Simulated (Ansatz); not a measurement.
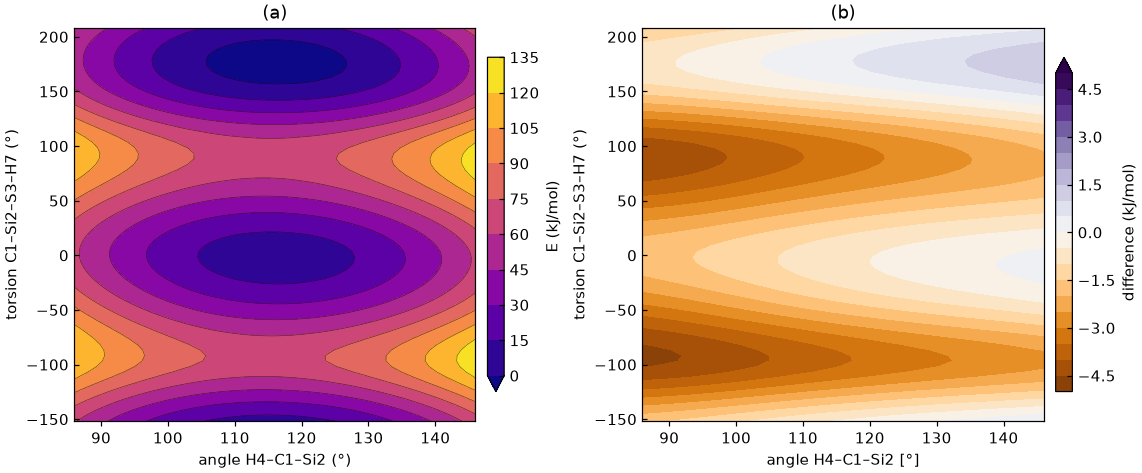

CH4SSi, SMILES C[Si]S. 
- Two internal coordinates are moved rigidly from the geometry relaxed at PBE0-D4/def2-TZVP, all others fixed.
- First axis: angle H4–C1–Si2. Second axis: torsion C1–Si2–S3–H7.
- The scan uses a 7 × 7 grid.
- Energies: kJ/mol, counted from each map's own lowest point.
- Theory: RKS r2SCAN-D4/def2-TZVPP (Ansatz).

Panel (a): RKS r2SCAN-D4/def2-TZVPP in Ansatz. Panel (b): the map at RKS PBE0-D4/def2-TZVPP in Ansatz less the map of (a), each from its own lowest point.

How does the change of method alter the landscape?

The difference runs from −4.5 kJ/mol at angle H4–C1–Si2 = 86°, torsion C1–Si2–S3–H7 = −100° to 1.0 kJ/mol at angle H4–C1–Si2 = 146°, torsion C1–Si2–S3–H7 = 157°. The interpolated minimum moves from 116.3 to 116.0° in angle H4–C1–Si2 and 177.4 to 177.4° in torsion C1–Si2–S3–H7.
